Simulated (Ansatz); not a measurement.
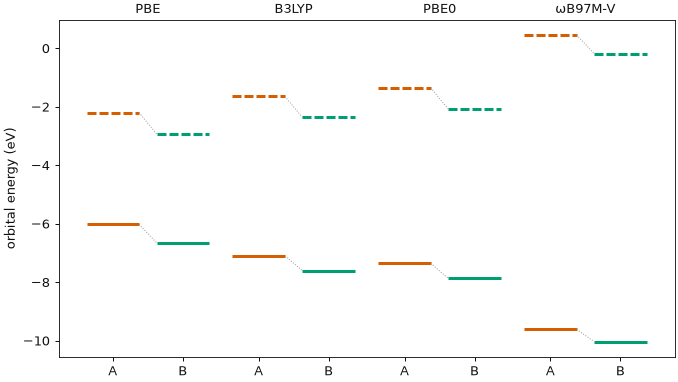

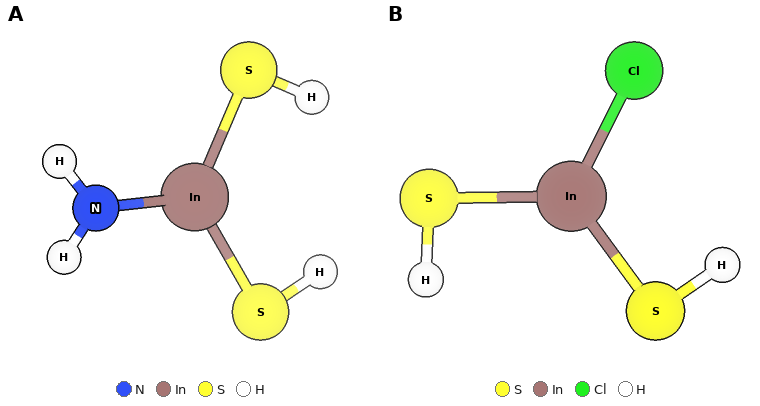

One change: A, InNH₄S₂ (SMILES [NH2][In]([SH])[SH]), becomes B, InH₂S₂Cl (SMILES [SH][In]([SH])[Cl]). NH₂ on In is replaced by Cl. HOMO (solid) and LUMO (dashed) computed in def2-TZVPP at PBE0-D4/def2-TZVP geometries, both minima by their frequencies, gas phase, the Ansatz code. Empty levels above zero depend strongly on the basis.

**What does the change do to HOMO and LUMO?**

PBE: the HOMO falls by 0.62 eV, the LUMO falls by 0.73 eV, and the separation goes from 3.82 to 3.72 eV. B3LYP: the HOMO falls by 0.50 eV, the LUMO falls by 0.71 eV, and the separation goes from 5.45 to 5.24 eV. PBE0: the HOMO falls by 0.51 eV, the LUMO falls by 0.73 eV, and the separation goes from 6.01 to 5.79 eV. ωB97M-V: the HOMO falls by 0.42 eV, the LUMO falls by 0.63 eV, and the separation goes from 10.07 to 9.85 eV.

**Do the functionals agree on the effect?**

They agree on the direction for both levels; the HOMO shift lies between −0.62 and −0.42 eV and the LUMO shift between −0.73 and −0.63 eV, while the separations themselves differ by up to 6.2 eV between functionals.

Caveats: core potentials past krypton; spin-orbit coupling is left out, and with In it can shift these values.
